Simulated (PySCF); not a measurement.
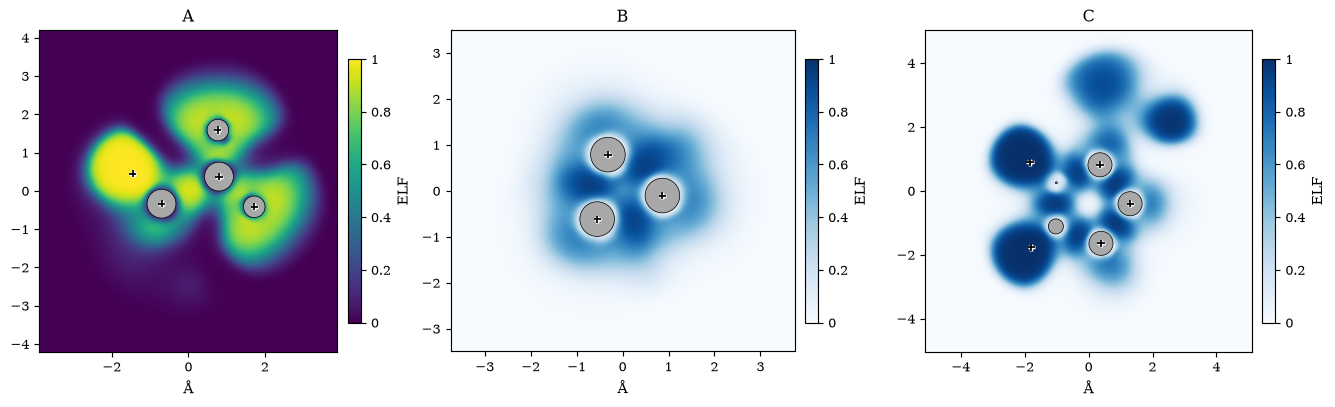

The electron localisation function of 3 systems, each on a plane through atoms (crosses mark nuclei in the plane; grey discs cover the cores).

Method: PySCF 2.14.0, PBE0/pcSseg-1, SCF density, gas phase, non-relativistic.

System 1: C$_{3}$H$_{6}$ (cyclopropane), the plane of atoms C2, C1 and C3. Geometry: GFN2-xTB, MD frame at 250 fs, 600 K.

```xyz
9

C    -0.4193    0.4474    0.6214
C     0.1004   -0.8305    0.0791
C     0.3125    0.3445   -0.6938
H    -0.0380    1.1342    1.4200
H    -1.3843    0.7080    0.4021
H     1.0716   -1.2378    0.4901
H    -0.6808   -1.4731   -0.1604
H     1.2482    0.8956   -0.6500
H    -0.0485    0.4173   -1.6049
```

System 2: C$_{7}$H$_{16}$P$_{2}$ (SMILES CP(C)PC1CCCC1), the plane of atoms C5, C9 and C8. Geometry: GFN2-xTB.

```xyz
25

C     3.1673   -1.0214    0.7613
P     1.6910   -0.3723   -0.1578
C     2.5002    1.1383   -0.8712
P     0.7133    0.5905    1.5468
C    -1.0629    0.3822    1.0154
C    -1.3892    1.1548   -0.2646
C    -2.6851    0.5049   -0.7310
C    -2.4213   -0.9860   -0.5092
C    -1.5092   -1.0635    0.7271
H     3.5614   -0.2783    1.4536
H     2.8865   -1.9172    1.3128
H     3.9356   -1.2852    0.0364
H     3.1853    0.8274   -1.6588
H     3.0489    1.6878   -0.1078
H     1.7427    1.7874   -1.3067
H     0.7387   -0.5765    2.3197
H    -1.6661    0.7937    1.8346
H    -1.4772    2.2273   -0.0936
H    -0.6061    0.9775   -1.0073
H    -3.5139    0.8412   -0.1052
H    -2.9218    0.7340   -1.7694
H    -1.9034   -1.3952   -1.3771
H    -3.3439   -1.5478   -0.3693
H    -2.0336   -1.4770    1.5890
H    -0.6482   -1.7025    0.5203
```

System 3: C$_{3}$H$_{4}$NO$_{2}$ (SMILES [H]/N=C/CC(=O)[O-]) (charge −1), the plane of atoms C4, C3 and H9. Geometry: GFN2-xTB, NEB image 0 of 0 to 8.

```
atom    x (Å)    y (Å)    z (Å)
   N   1.6711   0.2661   1.0359
   C   0.9697   0.0308  -0.0023
   C  -0.2767  -0.7050   0.0348
   C  -1.4954   0.3624  -0.3245
   O  -1.4614   0.7863  -1.4730
   O  -2.2748   0.5486   0.5988
   H   2.4736   0.8730   0.8588
   H   1.2259   0.4250  -1.0003
   H  -0.4758  -1.1388   1.0120
   H  -0.3474  -1.4438  -0.7627
```

Match each panel to its system.

Answer. Panel A is system 3, C$_{3}$H$_{4}$NO$_{2}$: the plane holds C, O and H. C–O (1.22 Å): the ELF peaks at about 0.85 between the atoms: a multiple bond. Panel B is system 1, C$_{3}$H$_{6}$: the plane holds C. C–C (1.42 Å): the ELF peaks at about 0.90 between the atoms; localised, covalent bonding. Panel C is system 2, C$_{7}$H$_{16}$P$_{2}$: the plane holds C and H. C–C (1.54 Å): the ELF peaks at about 0.95 between the atoms (a shared electron pair).
